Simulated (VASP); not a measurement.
Band structure of NaBi (space group P4/mmm). Method: PBEsol GGA, VASP's PBE PAW potentials (set 64) (plane waves; VASP).

Unless said otherwise, spin-orbit coupling is left out, though it shifts the bands of the heavy elements here.

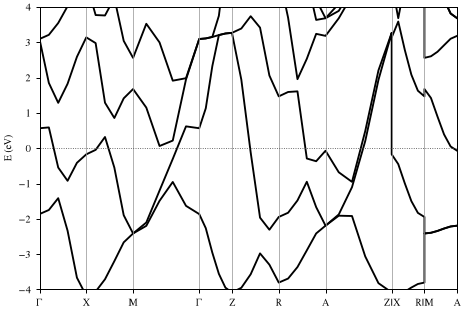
Figure. Bands along high-symmetry lines, zero at the valence-band maximum or, without a gap, the Fermi level

Read the plot: is there a gap, and where are the band edges?

It has no gap at this level: it comes out as a metal or semimetal.

The structure comes from a computed database's NaBi entry (P4/mmm); how it stands against other phases isn't given here. The cell was not relaxed at this level.
